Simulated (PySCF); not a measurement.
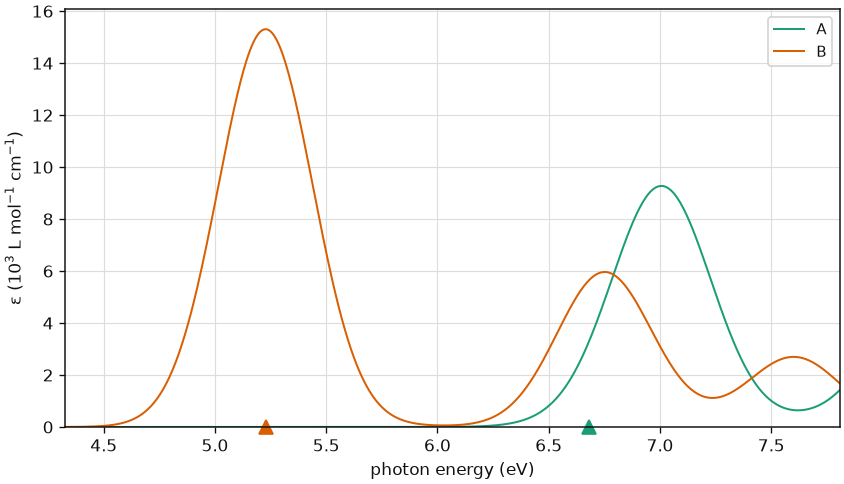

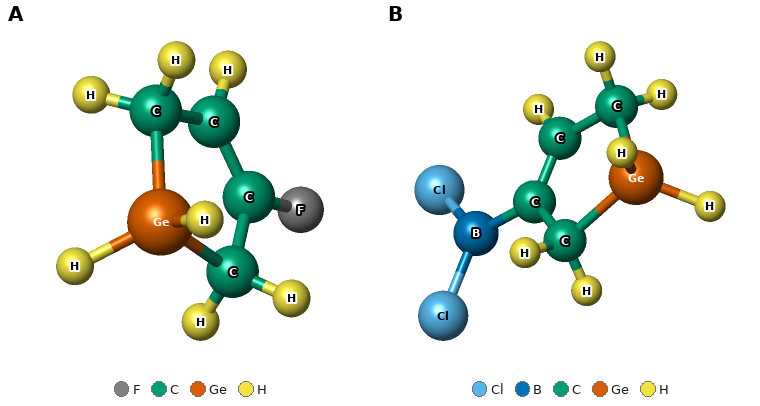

Related molecules: A is C₄H₇FGe, SMILES FC1=C[CH2][GeH2][CH2]1, singlet; B is C₄H₇BCl₂Ge, SMILES ClB(Cl)C1=C[CH2][GeH2][CH2]1, singlet. Vertical TDDFT absorption, ωB97X-D/def2-SVPD in PySCF, at a PBE0-D3(BJ)/def2-SVP geometry (no frequency check); Gaussians of 1/e half-width 0.30 eV, triangles mark S1, and the range ends where the computed states of one molecule run out.

Question: How does the lowest singlet move?

Answer: A: 6.68 eV (f = 0.005, mainly HOMO → LUMO (62 %)); B: 5.23 eV (f = 0.284, mainly HOMO → LUMO (97 %)). From A to B it shifts 1.45 eV to the red, but one of these states is bright and the other nearly dark, so it isn't one band that moves.

Question: And the brightest state of each within the range drawn?

Answer: A: S2 at 6.96 eV, f = 0.11; B: S1 at 5.23 eV, f = 0.28.

Limits of at least one run: core orbitals are frozen in the response; one conformer of a flexible molecule.
